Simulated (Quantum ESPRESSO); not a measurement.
## two Fe on Si sites of Si, 3.84 Å apart: parallel and opposed starts: start 1: ferro ++

Quantum ESPRESSO 7.5; PBE; plane waves with GBRV 1.5 PBE potentials, no spin-orbit coupling.

The signs are those of the starting moments on the seeded atoms, the atoms that are given a moment.

pw.in reads:

```
&CONTROL
  calculation = 'scf'
  prefix = 'pwscf'
  outdir = './tmp'
  pseudo_dir = './pseudo'
  disk_io = 'nowf'
/
&SYSTEM
  ibrav = 0
  celldm(1) = 8
  nat = 16
  ntyp = 2
  ecutwfc = 40
  ecutrho = 280
  nbnd = 64
  occupations = 'smearing'
  smearing = 'fd'
  degauss = 0.00367493
  nspin = 2
  starting_magnetization(1) = 0.2188
  starting_magnetization(2) = 0
/
&ELECTRONS
  conv_thr = 3.2d-08
  electron_maxstep = 150
  mixing_beta = 0.3
/
ATOMIC_SPECIES
Fe     55.8450 fe_pbe_v1.5.uspp.F.UPF
Si     28.0850 si_pbe_v1.uspp.F.UPF
CELL_PARAMETERS alat
   0.0000000000000    1.2828878228553    1.2828878228553
   1.2828878228553    0.0000000000000    1.2828878228553
   1.2828878228553    1.2828878228553    0.0000000000000
ATOMIC_POSITIONS crystal
Fe      0.0000000000    0.0000000000    0.0000000000
Si      0.1250000000    0.1250000000    0.1250000000
Fe      0.0000000000    0.0000000000    0.5000000000
Si      0.1250000000    0.1250000000    0.6250000000
Si      0.0000000000    0.5000000000    0.0000000000
Si      0.1250000000    0.6250000000    0.1250000000
Si      0.0000000000    0.5000000000    0.5000000000
Si      0.1250000000    0.6250000000    0.6250000000
Si      0.5000000000    0.0000000000    0.0000000000
Si      0.6250000000    0.1250000000    0.1250000000
Si      0.5000000000    0.0000000000    0.5000000000
Si      0.6250000000    0.1250000000    0.6250000000
Si      0.5000000000    0.5000000000    0.0000000000
Si      0.6250000000    0.6250000000    0.1250000000
Si      0.5000000000    0.5000000000    0.5000000000
Si      0.6250000000    0.6250000000    0.6250000000
K_POINTS automatic
4 4 4 0 0 0
```

The run is started by

```bash
$ OMP_NUM_THREADS=1 mpirun -n 4 pw.x -nk 4 -in pw.in > pw.out
```

**Question.** What does this run give for the spin moment in the atom's sphere?

The site moments add up to 4.06 μB, near the cell's 4.24 μB; the rest lies between the atoms. Symmetry leaves 6 kinds of site among the 16 atoms, and equivalent atoms carry values of equal size.

Spin moment in the atom's sphere by atom:

| atom | spin moment in the atom's sphere (μB) |
| --- | --- |
| Fe1 | 2.16 |
| Si2 | -0.07 |
| Fe3 | 2.16 |
| Si4 | -0.07 |
| Si5 | 0.01 |
| Si6 | -0.04 |
| Si7 | 0.01 |
| Si8 | -0.04 |
| Si9 | 0.01 |
| Si10 | -0.04 |
| Si11 | 0.01 |
| Si12 | -0.04 |

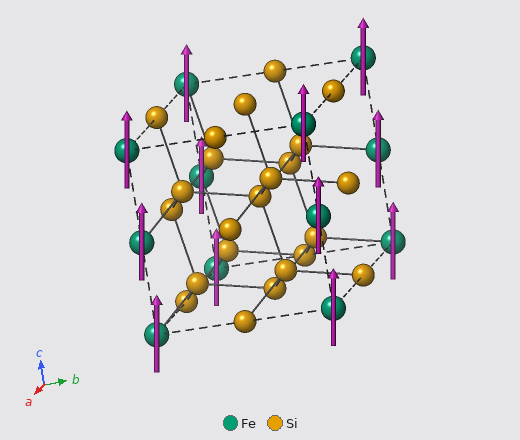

Spin moment in the atom's sphere as arrows, the longest 2.16 μB. Up and down stand for the sign. Arrows give size and sign along the axis of quantisation, drawn up and down the page. Bonds to atoms that aren't drawn are left out. Some periodic images of atoms are drawn too.

This step gave:

```yaml
magnetization: 4.24 μB
absolute_magnetization: 5.431 μB
final_state: ferromagnetic
```

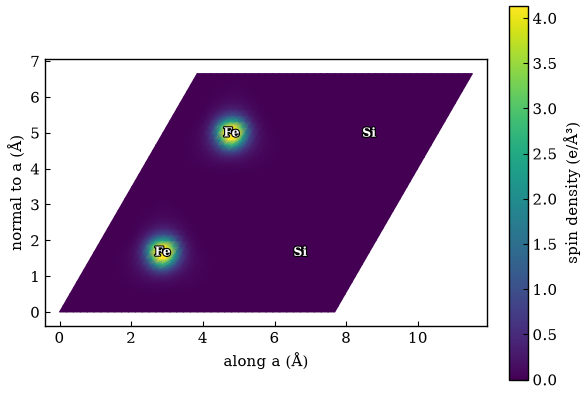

Spin density in the ac plane at fractional y = 0.000, with atoms of Fe and Si within 0.2 Å of it. The map starts off the cell's origin, so that atoms lie inside it.

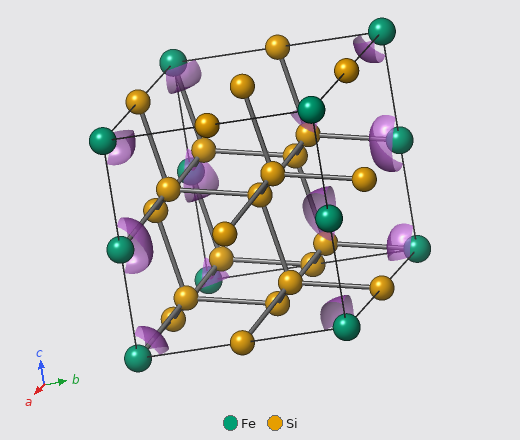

Surface of spin density = 0.18 e/Å³, which holds about 70 % of the integral of its size.

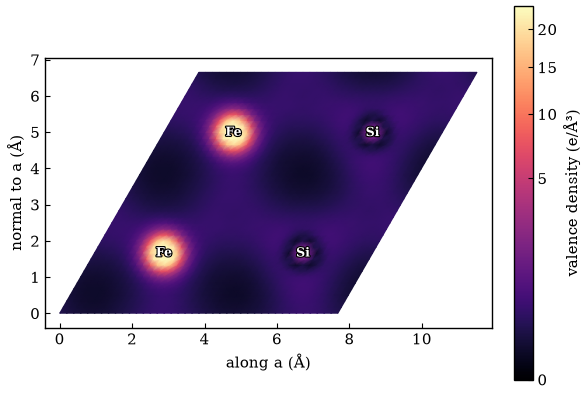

Valence density in the ac plane at fractional y = 0.000, with atoms of Fe and Si within 0.2 Å of it. It is the smooth field of the valence electrons, not physical close to the nuclei. The colour scale is stretched toward low values.

[Logs and program files are shortened in this print: banners, set-up blocks, solver, clock and traceback lines can be left out without a mark of their own.]

[Logs are printed without paths, hosts, clocks, repeated set-up lines and the standing remarks that a program may print on its own settings, such as how far it seeks lower states.]

[Hosts, paths, dates, database ids (printed as entryN), source tags and the programs' standing remarks are cut or masked in the printed files.]

[Where a cell is said to come from a database of computed structures, the database is the Materials Project.]
